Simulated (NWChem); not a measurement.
# CH3FSSi (SMILES FC1[SiH2]S1): levels of theory compared

We compute a comparison of 5 runs (HF/STO-3G, HF/3-21G, B3LYP/6-31G*, CCSD(T)/6-31G*) of CH3FSSi. 

Program for the calculation: NWChem 7.3.0.

### 1 Starting point

CH3FSSi: 7 atoms, total charge 0, spin state singlet. As SMILES, `FC1[SiH2]S1`. The coordinates come from a PBE0-D4/def2-TZVP relaxation.

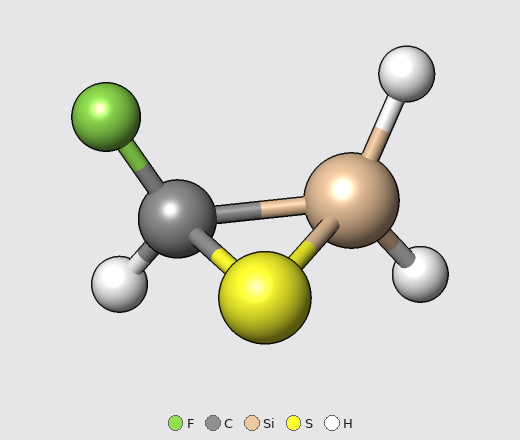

The structure, seen from a chosen angle (fluorine green, carbon grey, silicon light orange, sulfur yellow, hydrogen white).

### 2 Energy and gradient at HF/STO-3G (run 1)

run.py reads:

```python
from ase import Atoms
from ase.calculators.nwchem import NWChem

molecule = Atoms(['F', 'C', 'Si', 'S', 'H', 'H', 'H'], positions=[
    [-1.909000, 0.103100, 0.435700],
    [-0.813100, 0.144100, -0.378100],
    [0.883100, -0.025600, 0.355100],
    [-0.085400, -1.497300, -0.777900],
    [-1.031700, 0.735800, -1.262900],
    [0.977500, -0.211900, 1.817300],
    [2.039800, 0.683800, -0.235000],
])

calc = NWChem(
    label='mol',
    theory='scf',
    memory='2200 mb',
    basis='STO-3G',
    basispar='spherical bse',
    scf={'nopen': '0', 'rhf': None, 'thresh': '1e-08', 'maxiter': '80'},
)
molecule.calc = calc

forces = molecule.get_forces()
print("Total energy (eV):", round(molecule.get_potential_energy(), 6))
print("forces (eV/A):")
for s, f in zip(molecule.symbols, forces):
    print(f"{s:2s} {f[0]:10.5f} {f[1]:10.5f} {f[2]:10.5f}")
print("dipole (e A):", molecule.get_dipole_moment().round(4))
```

Launch:

```sh
$ export ASE_NWCHEM_COMMAND="nwchem PREFIX.nwi > PREFIX.nwo"
$ python run.py
```

Output:

```text
Total energy (eV): -22202.694672
forces (eV/A):
F    -0.73117    0.11251    0.52857
C     0.74279   -0.81139   -0.18671
Si    0.86862    0.02242    0.23459
S     0.28750    0.66643    0.49129
H     0.22127    0.42166   -0.19391
H    -0.10536    0.23253   -1.49720
H    -1.28365   -0.64411    0.62339
dipole (e A): [0.3997 0.2365 0.0748]
```

The calculator wrote mol.nwi:

```
title "mol"

permanent_dir mol

scratch_dir mol

start mol

geometry units angstrom nocenter noautosym noautoz
  F  -1.9090000000000000e+00 1.0310000000000000e-01 4.3569999999999998e-01
  C  -8.1310000000000004e-01 1.4410000000000001e-01 -3.7809999999999999e-01
  Si 8.8310000000000000e-01 -2.5600000000000001e-02 3.5510000000000003e-01
  S  -8.5400000000000004e-02 -1.4973000000000001e+00 -7.7790000000000004e-01
  H  -1.0317000000000001e+00 7.3580000000000001e-01 -1.2628999999999999e+00
  H  9.7750000000000004e-01 -2.1190000000000001e-01 1.8172999999999999e+00
  H  2.0398000000000001e+00 6.8379999999999996e-01 -2.3499999999999999e-01
end

memory 2200 mb

basis spherical bse noprint
   * library STO-3G
end

scf
  nopen 0
  rhf
  thresh 1e-08
  maxiter 80
end

task scf gradient
```

mol.nwo:

```text
Northwest Computational Chemistry Package (NWChem) 7.3.0
             --------------------------------------------------------

           Job information
           ---------------

    nwchem branch   = 7.3.0
    use scalapack   = T
    input           = mol.nwi
    prefix          = mol.
    data base       = mol/mol.db
    status          = startup
    nproc           =        1

           Memory information
           ------------------

    heap     =     72089598 doubles =      550.0 Mbytes
    stack    =     72089595 doubles =      550.0 Mbytes
    global   =    144179200 doubles =     1100.0 Mbytes (distinct from heap & stack)
    total    =    288358393 doubles =     2200.0 Mbytes
    verify   = yes
    hardfail = no

           Directory information
           ---------------------

  0 permanent = mol
  0 scratch   = mol

                                NWChem Input Module
                                -------------------

                                        mol
                                        ---

[... 133 lines left out ...]
 Convergence threshold     :          1.000E-08
[... 12 lines left out ...]
       Final RHF  results
[... 3 lines left out ...]
      One-electron energy =  -1562.496458735617
[... 1 line left out ...]
 Nuclear repulsion energy =    213.440687012402
[... 39 lines left out ...]
                       ROHF Final Molecular Orbital Analysis
[... 186 lines left out ...]
                              NWChem Gradients Module
                              -----------------------

                                        mol

  wavefunction    =   RHF

                         RHF ENERGY GRADIENTS

    atom               coordinates                        gradient
                 x          y          z           x          y          z
   1 F      -3.607487   0.194831   0.823354    0.014219  -0.002188  -0.010279
   2 C      -1.536536   0.272310  -0.714505   -0.014445   0.015779   0.003631
   3 Si      1.668817  -0.048377   0.671042   -0.016892  -0.000436  -0.004562
   4 S      -0.161383  -2.829487  -1.470018   -0.005591  -0.012960  -0.009554
   5 H      -1.949630   1.390460  -2.386535   -0.004303  -0.008200   0.003771
   6 H       1.847207  -0.400433   3.434199    0.002049  -0.004522   0.029116
   7 H       3.854663   1.292195  -0.444086    0.024963   0.012526  -0.012123

                 ----------------------------------------
                 |  Time  |  1-e(secs)   |  2-e(secs)   |
                 ----------------------------------------
                 |  CPU   |       0.00   |       0.71   |
                 ----------------------------------------
                 |  WALL  |       0.00   |       0.71   |
                 ----------------------------------------

 Task  times  cpu:        2.2s     wall:        2.2s
 Total times  cpu:        2.2s     wall:        2.2s
```

Run time: 3.3 s. Hardware: 1 thread of Intel Xeon Platinum 8488C (Sapphire Rapids), shared host; peak memory 0.099 GiB.

### 3 Energy and forces at HF/3-21G (run 2)

ch3fssi.xyz reads:

```xyz
7
CH3FSSi gradient
F     -1.909000     0.103100     0.435700
C     -0.813100     0.144100    -0.378100
Si     0.883100    -0.025600     0.355100
S     -0.085400    -1.497300    -0.777900
H     -1.031700     0.735800    -1.262900
H      0.977500    -0.211900     1.817300
H      2.039800     0.683800    -0.235000
```

ch3fssi.nw reads:

```
start ch3fssi
title "CH3FSSi gradient"
memory 2200 mb
geometry units angstrom noautosym nocenter noautoz
load format xyz ch3fssi.xyz
end
basis "ao basis" spherical bse
* library 3-21G
end
scf
thresh 1e-08
maxiter 80
end
task scf gradient
```

Launch:

```sh
$ nwchem ch3fssi.nw > ch3fssi.out
```

Output:

```text
[...]
  functions       =    50
[...]
  wavefunction    = RHF
[...]
         Total SCF energy =   -821.199964755985
      One-electron energy =  -1562.580290915813
      Two-electron energy =    527.939639147425
 Nuclear repulsion energy =    213.440687012403
        Time for solution =      1.7s
[...]
                         RHF ENERGY GRADIENTS
    atom               coordinates                        gradient
                 x          y          z           x          y          z
   1 F      -3.607487   0.194831   0.823354    0.012136   0.001811  -0.016032
   2 C      -1.536536   0.272310  -0.714505    0.012646  -0.035362   0.025408
   3 Si      1.668817  -0.048377   0.671042   -0.031925  -0.031947  -0.033808
   4 S      -0.161383  -2.829487  -1.470018    0.008193   0.059154   0.030135
   5 H      -1.949630   1.390460  -2.386535   -0.005081   0.004878  -0.008969
   6 H       1.847207  -0.400433   3.434199    0.000958   0.000192   0.003011
   7 H       3.854663   1.292195  -0.444086    0.003073   0.001273   0.000254
[...]
```

Run time: 3.6 s. Hardware: 1 thread of Intel Xeon Platinum 8488C (Sapphire Rapids), shared host; peak memory 0.098 GiB.

Run 3 isn't shown in full; the table further down has it.

### 4 Energy and forces at B3LYP/6-31G(d) (Cartesian functions) (run 4)

run.py reads:

```python
from ase import Atoms
from ase.calculators.nwchem import NWChem

mol = Atoms(['F', 'C', 'Si', 'S', 'H', 'H', 'H'], positions=[
    [-1.909000, 0.103100, 0.435700],
    [-0.813100, 0.144100, -0.378100],
    [0.883100, -0.025600, 0.355100],
    [-0.085400, -1.497300, -0.777900],
    [-1.031700, 0.735800, -1.262900],
    [0.977500, -0.211900, 1.817300],
    [2.039800, 0.683800, -0.235000],
])

calc = NWChem(
    label='m1',
    theory='dft',
    memory='2200 mb',
    basis='6-31G*',
    dft={'xc': 'b3lyp', 'mult': '1', 'grid': 'xfine', 'convergence': 'energy 1e-08', 'iterations': '100', 'mulliken': None},
)
mol.calc = calc

forces = mol.get_forces()
print(f"energy = {mol.get_potential_energy():.6f} eV")
print("forces (eV/A):")
for s, f in zip(mol.symbols, forces):
    print(f"{s:2s} {f[0]:10.5f} {f[1]:10.5f} {f[2]:10.5f}")
print("dipole (e A):", mol.get_dipole_moment().round(4))
```

Launch:

```sh
$ export ASE_NWCHEM_COMMAND="nwchem PREFIX.nwi > PREFIX.nwo"
$ python run.py
```

Output:

```text
energy = -22514.900662 eV
forces (eV/A):
F    -0.28992    0.01450    0.26169
C    -0.07837    0.36319   -0.16275
Si    0.30951    0.28663    0.31974
S     0.01584   -0.75529   -0.36119
H    -0.01980    0.07626   -0.07986
H     0.01656    0.00483    0.02705
H     0.04623    0.00987   -0.00473
dipole (e A): [0.3431 0.3215 0.0154]
```

The calculator wrote m1.nwi:

```
title "m1"

permanent_dir m1

scratch_dir m1

start m1

geometry units angstrom nocenter noautosym noautoz
  F  -1.9090000000000000e+00 1.0310000000000000e-01 4.3569999999999998e-01
  C  -8.1310000000000004e-01 1.4410000000000001e-01 -3.7809999999999999e-01
  Si 8.8310000000000000e-01 -2.5600000000000001e-02 3.5510000000000003e-01
  S  -8.5400000000000004e-02 -1.4973000000000001e+00 -7.7790000000000004e-01
  H  -1.0317000000000001e+00 7.3580000000000001e-01 -1.2628999999999999e+00
  H  9.7750000000000004e-01 -2.1190000000000001e-01 1.8172999999999999e+00
  H  2.0398000000000001e+00 6.8379999999999996e-01 -2.3499999999999999e-01
end

memory 2200 mb

basis noprint
   * library 6-31G*
end

dft
  xc b3lyp
  mult 1
  grid xfine
  convergence energy 1e-08
  iterations 100
  mulliken
end

task dft gradient
```

m1.nwo:

```text
Northwest Computational Chemistry Package (NWChem) 7.3.0
             --------------------------------------------------------

           Job information
           ---------------

    nwchem branch   = 7.3.0
    use scalapack   = T
    input           = m1.nwi
    prefix          = m1.
    data base       = m1/m1.db
    status          = startup
    nproc           =        1

           Memory information
           ------------------

    heap     =     72089598 doubles =      550.0 Mbytes
    stack    =     72089595 doubles =      550.0 Mbytes
    global   =    144179200 doubles =     1100.0 Mbytes (distinct from heap & stack)
    total    =    288358393 doubles =     2200.0 Mbytes
    verify   = yes
    hardfail = no

           Directory information
           ---------------------

  0 permanent = m1
  0 scratch   = m1

                                NWChem Input Module
                                -------------------

                                        m1
                                        --

[... 104 lines left out ...]
  convergence criterion.
[... 17 lines left out ...]
          Convergence on gradient requested:  5.00D-04
[... 28 lines left out ...]
          Convergence aids based upon iterative change in
[... 28 lines left out ...]
 1-e energy   =   -1566.499612
[... 52 lines left out ...]
         Total DFT energy =     -827.407344919584
[... 2 lines left out ...]
    Exchange-Corr. energy =      -63.670984114362
[... 589 lines left out ...]
          Convergence on energy requested:  1.00D-08
[... 26 lines left out ...]
          Spatial weights used:  Erf1
[... 4 lines left out ...]
          total energy or number of iterations.
[... 18 lines left out ...]
                            NWChem DFT Gradient Module
                            --------------------------

                                        m1

  charge          =   0.00
  wavefunction    = closed shell

                         DFT ENERGY GRADIENTS

    atom               coordinates                        gradient
                 x          y          z           x          y          z
   1 F      -3.607487   0.194831   0.823354    0.005638  -0.000282  -0.005089
   2 C      -1.536536   0.272310  -0.714505    0.001524  -0.007063   0.003165
   3 Si      1.668817  -0.048377   0.671042   -0.006019  -0.005574  -0.006218
   4 S      -0.161383  -2.829487  -1.470018   -0.000308   0.014688   0.007024
   5 H      -1.949630   1.390460  -2.386535    0.000385  -0.001483   0.001553
   6 H       1.847207  -0.400433   3.434199   -0.000322  -0.000094  -0.000526
   7 H       3.854663   1.292195  -0.444086   -0.000899  -0.000192   0.000092

                 ----------------------------------------
                 |  Time  |  1-e(secs)   |  2-e(secs)   |
                 ----------------------------------------
                 |  CPU   |       0.00   |       6.68   |
                 ----------------------------------------
                 |  WALL  |       0.00   |       6.68   |
                 ----------------------------------------

 Task  times  cpu:       32.5s     wall:       32.5s
 Total times  cpu:       32.5s     wall:       32.5s
```

Run time: 34 s. Hardware: 1 thread of Intel Xeon Platinum 8488C (Sapphire Rapids), shared host; peak memory 0.13 GiB.

### 5 The energy at CCSD(T)/6-31G(d) (spherical functions) (run 5)

work.xyz reads:

```xyz
7

F     -1.909000     0.103100     0.435700
C     -0.813100     0.144100    -0.378100
Si     0.883100    -0.025600     0.355100
S     -0.085400    -1.497300    -0.777900
H     -1.031700     0.735800    -1.262900
H      0.977500    -0.211900     1.817300
H      2.039800     0.683800    -0.235000
```

work.nw reads:

```
START work
memory stack 880 mb heap 220 mb global 1100 mb
GEOMETRY units angstrom noautosym nocenter noautoz
load format xyz work.xyz
END
BASIS spherical bse
* library 6-31G*
END
SCF
singlet
rhf
thresh 1e-08
maxiter 80
END
CCSD
freeze core 12
maxiter 60
END
TASK ccsd(t) energy
```

Launch:

```sh
$ nwchem work.nw > work.out
```

Output:

```text
[...]
  functions       =    70
[...]
  wavefunction    = RHF
[...]
         Total SCF energy =   -825.443267379976
      One-electron energy =  -1568.275085118926
      Two-electron energy =    529.391130726547
 Nuclear repulsion energy =    213.440687012403
        Time for solution =     12.5s
[...]
 Total MP2 energy:           -825.939825239813672
[...]
             energy      energy      error      ampl     ampl      Block
                                                time     time      time
[...]
 Total CCSD energy:           -825.974483200722602
[...]
 Total CCSD+T(CCSD) energy:           -825.992687014222270
[...]
 Total CCSD(T) energy:                -825.991406880963268
[...]
```

It took 72 s on 1 thread of Intel Xeon Platinum 8488C (Sapphire Rapids), shared host; peak memory 0.16 GiB.

### 6 All runs side by side

| run | level | iteration cap | module | energy (Eh) | dipole moment (D) | HOMO energy (eV) | LUMO energy (eV) | wall time |
| --- | --- | --- | --- | --- | --- | --- | --- | --- |
| 1 | HF/STO-3G | 80 | scf | -815.933986 | 2.26 | -6.87 | 8.91 | 3.3 s |
| 2 | HF/3-21G | 80 | scf | -821.199965 | 3.53 | -10.38 | 2.37 | 3.6 s |
| 3 | B3LYP/6-31G* (spherical functions) | 100 | dft | -827.400916 | 2.26 | -7.09 | -0.74 | 32 s |
| 4 | B3LYP/6-31G* (Cartesian functions) | 100 | dft | -827.407345 | 2.26 | -7.09 | -0.74 | 34 s |
| 5 | CCSD(T)/6-31G* (spherical functions) | 80 | ccsd(t) | -825.991407 | – | -10.18 | 2.48 | 72 s |

### 7 Outcome

| quantity | value |
| --- | --- |
| run 5: total energy | -825.99141 Eh |
| run 5: HOMO energy (Hartree–Fock orbitals) | -10.18 eV |
| run 5: LUMO energy (Hartree–Fock orbitals) | 2.48 eV |
| run 5: HOMO–LUMO gap (Hartree–Fock orbitals) | 12.66 eV |
| run 5: correlation energy (12 core orbitals frozen) | -548.1 mEh |
| run 5: (T) correction | -16.92 mEh |

In words: Over runs 1, 2, 3, 4 the dipole moment (its size) runs from 2.26 D (B3LYP/6-31G*) to 3.53 D (HF/3-21G). The two ends differ in method and basis. Over runs 1, 2, 3, 4 the HOMO–LUMO gap runs from 6.35 eV (B3LYP/6-31G*) to 15.78 eV (HF/STO-3G). In run 1 the basis is minimal, so the values are rough. All runs together took 2.4 min, the longest 72 s.
